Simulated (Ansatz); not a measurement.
H5OSi···H3Si

```yaml
atoms:
  - { symbol: Si, position_ang: [-0.1609, 0.7631, -0.9810] }
  - { symbol: O, position_ang: [0.0145, 1.5321, 0.6868] }
  - { symbol: H, position_ang: [1.0647, 0.2164, -1.6077] }
  - { symbol: H, position_ang: [-1.4343, 0.1108, -1.3683] }
  - { symbol: H, position_ang: [-0.2763, 2.1464, -1.5577] }
  - { symbol: H, position_ang: [0.2414, 0.5843, 1.0938] }
  - { symbol: Si, position_ang: [-0.0022, -1.4705, 0.6537] }
  - { symbol: H, position_ang: [0.6217, 2.2790, 0.8212] }
  - { symbol: H, position_ang: [1.0977, -1.9697, 1.5464] }
  - { symbol: H, position_ang: [0.1119, -2.2889, -0.5942] }
  - { symbol: H, position_ang: [-1.2783, -1.9030, 1.3069] }
```

A transition-state structure; geometry: PBE0-D4/def2-TZVP.

Theory: Ansatz, RKS PBE0-D4/def2-TZVPP.

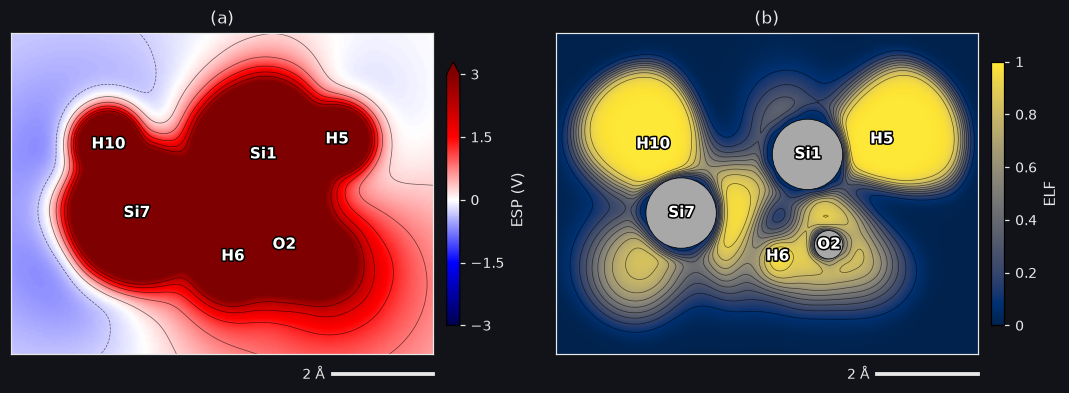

Figure 1. (a) electrostatic potential; (b) electron localisation function on the plane of atoms O2, Si1 and H5. Grey discs cover the atomic cores in the ELF map.

> What does the map show?

The plane passes through Si, O and H nuclei.
Si7···H6 (2.12 Å): the ELF peaks at about 0.95 between the atoms.
Si–O (1.84 Å): the ELF peaks at about 0.90 between the atoms: a shared but strongly polarised pair.
Si–H (1.50 Å): the ELF climbs to about 1 towards the hydrogen, as it does in any bond to H.
Outside the dense part of the complex the potential is most negative (−0.7 V) near H10.

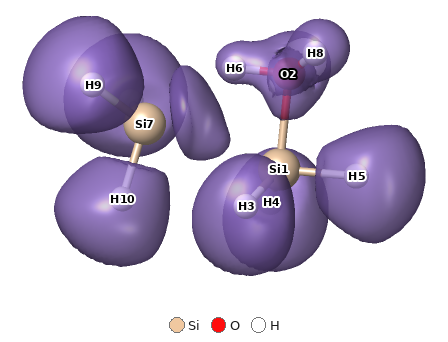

Figure 2. Isosurface of the electron localisation function at 0.75 (purple), seen at a tilt. Core shells and regions of very low density are left out.

> What do the ELF domains correspond to?

At this value the surface marks out six regions around hydrogen nuclei, one region wrapped around Si (its valence shell) and one joined region spread over several atoms (H, O), in which their bonds and any lone pairs are merged.

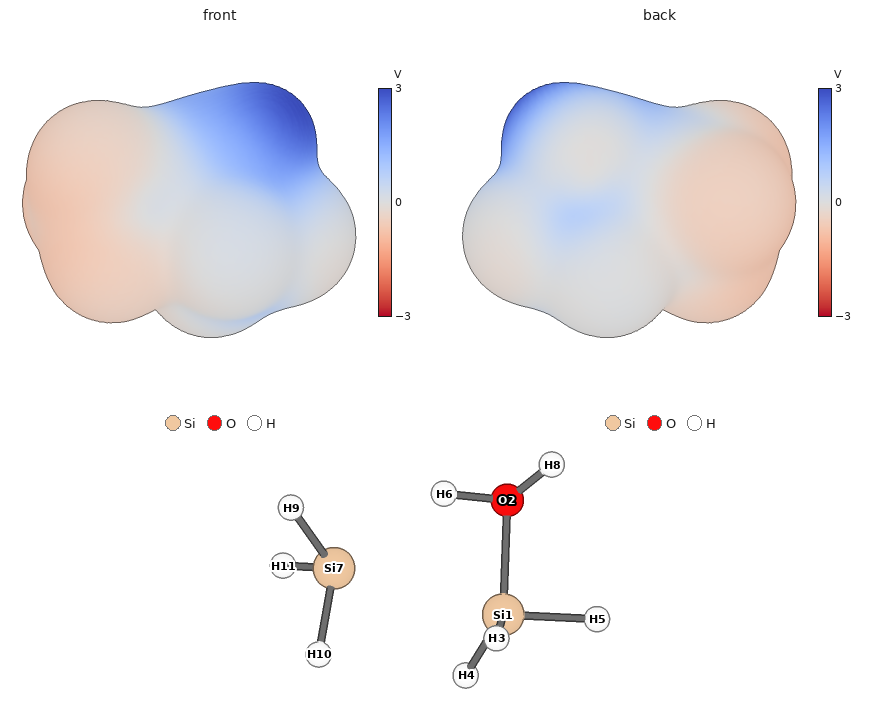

Figure 3. The molecular electrostatic potential painted on the density surface at 0.001 e/bohr³, seen from the front and from behind; the colour scale runs from red (negative) to blue (positive). The bare structure is drawn below in the same view.

> Describe the electrostatic potential map.

The most negative region (about −0.7 V, or −16 kcal/mol for a unit charge) lies over H9, H10 and H11, the most positive (about +2.9 V, or +67 kcal/mol for a unit charge) over H8.

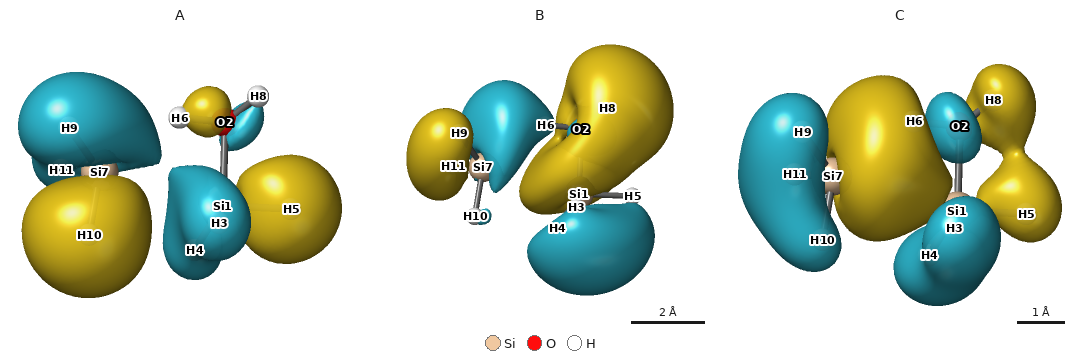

Figure 4. Three frontier orbitals at ±0.06 Å⁻³ᐟ² (yellow and cyan are the two phases), in no order.

> Order the three orbitals by energy and name them.

A is the HOMO−1 (−8.72 eV). Its weight (Hirshfeld) is mainly on Si7 (about 30 %), H10 (about 30 %), Si1 (about 10 %), H5 (about 10 %) and H9 (about 10 %). C is the HOMO (−6.25 eV). Its weight (Hirshfeld) is mainly on Si7 (about 45 %), Si1 (about 15 %), O2 (about 10 %) and H6 (about 10 %). B is the LUMO (−0.44 eV). It lies mainly on Si1 (about 35 %), Si7 (about 15 %), H8 (about 15 %) and O2 (about 10 %).

> What is the HOMO–LUMO gap?

5.81 eV between the orbital energies.
